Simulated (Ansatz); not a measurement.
Nb₂WSe₅

Input file:

```
crystal:
  lattice:
    - [3.4244841487, 0.0, 0.0]
    - [-1.7122420744, 2.9656902677, 0.0]
    - [0.0, 0.0, 19.0525309109]
  atoms:
    - { symbol: Nb, position: [0.3333333333, 0.6666666667, 0.5934390697] }
    - { symbol: Nb, position: [0.3333333333, 0.6666666667, 0.4065609303] }
    - { symbol: W, position: [0.0, 0.0, 0.0] }
    - { symbol: Se, position: [0.3333333333, 0.6666666667, 0.9124228512] }
    - { symbol: Se, position: [0.3333333333, 0.6666666667, 0.0875771488] }
    - { symbol: Se, position: [0.0, 0.0, 0.5] }
    - { symbol: Se, position: [0.0, 0.0, 0.6839355806] }
    - { symbol: Se, position: [0.0, 0.0, 0.3160644194] }
basis:
  ecutwfc: 420
kpoints:
  mp_grid: { grid: [12, 12, 2] }
hamiltonian:
  xc: pbe
scf:
  occupations: { method: gaussian, width: 0.1 }
output:
  forces: true
  stress: true
  eigenvalues: true
  write_density: true
  write_potential: true
  elf: true
  volumetric_format: npy
relax:
  adjacent_minimum: "off"
  f_tol: 0.01
  max_steps: 30
  cell: { stress_tol: 0.1, fix: [volume] }
```

Launched as:

```sh
ansatz run input.yaml --threads 1 --pin off --max-ram 2560MiB --backend cpu --events-out ev --progress --plain --runs-dir out
```

Below, planes, directions and counts refer to the conventional cell (a = 3.39 Å, b = 3.39 Å, c = 19.42 Å, α = 90.00°, β = 90.00°, γ = 120.00°).

The fields are those of the relaxed geometry.

Space group P-6m2; a generated structure, not necessarily the stable one; changed on purpose from its base cell (volume × 1.06, shape and atoms relaxed).

All numbers below come from Ansatz, DFT PBE, scalar-relativistic, plane waves, PAW.

Question: Predict the valence pseudo-density and electron localisation function between the atoms.

Answer: W–Se (2.56 Å): the density is about 0.53 e/Å³ at the midpoint; the ELF is about 0.55 at the midpoint.
Nb–Se (2.60 Å): ρ at the midpoint is about 0.47 e/Å³; the ELF is about 0.50 at the midpoint.

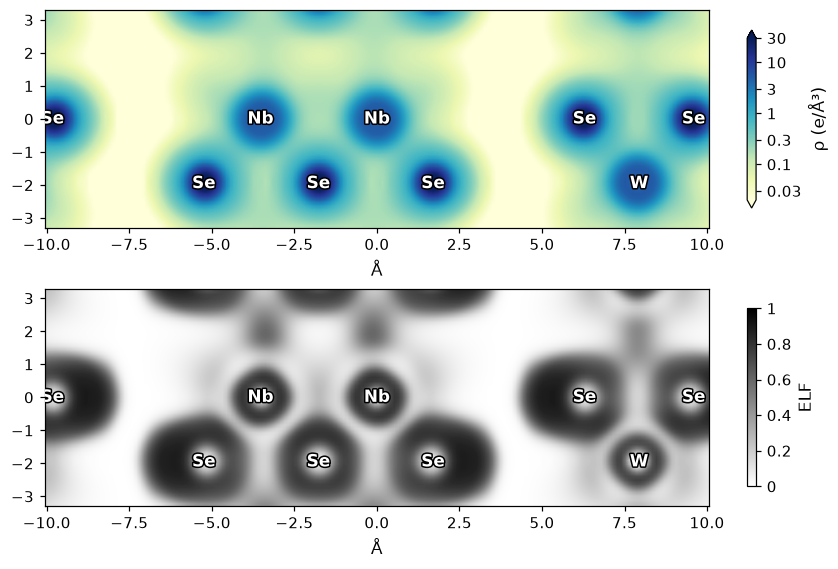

Computed valence pseudo-density and electron localisation function on the (110) plane of the conventional cell, in this order. 
